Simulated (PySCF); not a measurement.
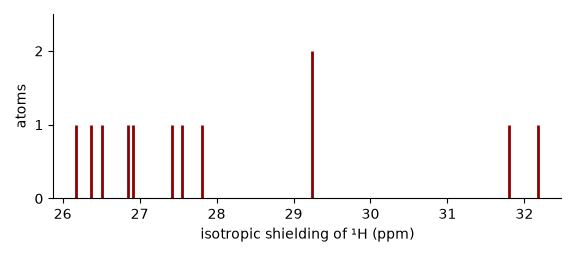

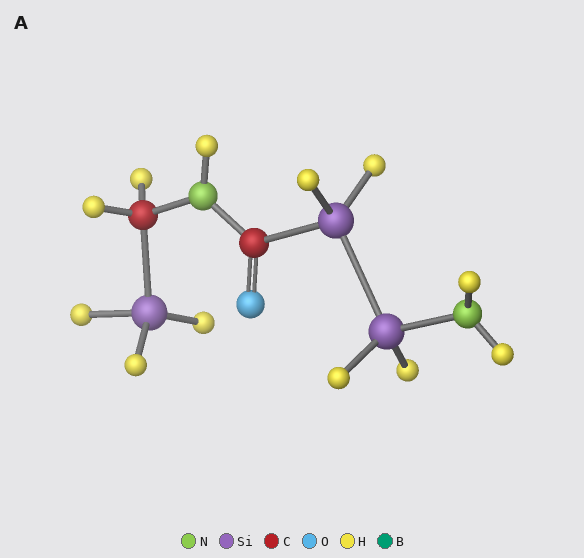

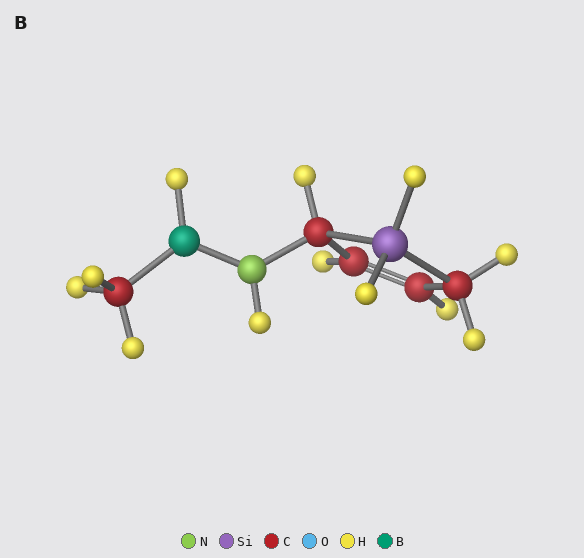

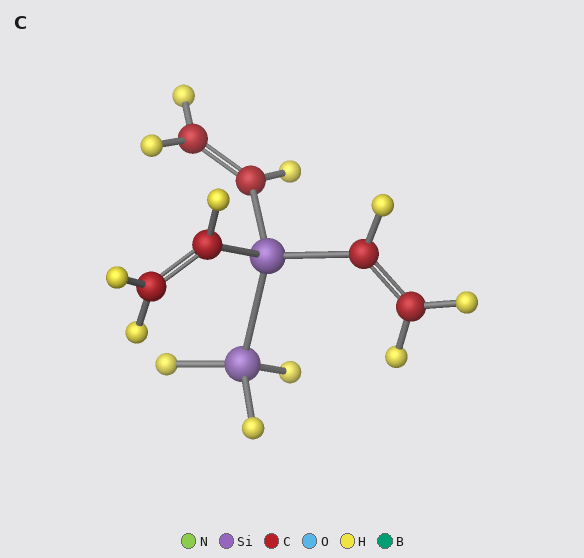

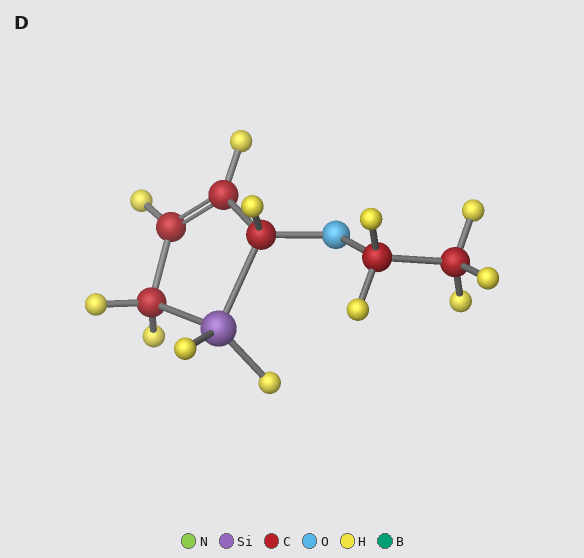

The sticks are computed shieldings of one of the molecules, for one fixed geometry (GFN2-xTB) without averaging over rotations. Low shielding means a high chemical shift. Method: GIAO PBE0/pcSseg-1 NMR shielding, non-relativistic, gas phase (PySCF 2.14.0).

Match the spectrum to a structure.

Answer. A, `N[SiH2][SiH2]C(=O)NC[SiH3]`. Its 12 H atoms give lines at 26.18, 26.37, 26.51, 26.86, 26.91, 27.42, 27.55, 27.81, 29.24 (2 atoms), 31.80, 32.18 ppm.

The geometry is semi-empirical. Around B, Si such bond lengths and angles can be off by a tenth of an ångström or more and by several degrees, and values that hang on the shape move with them.
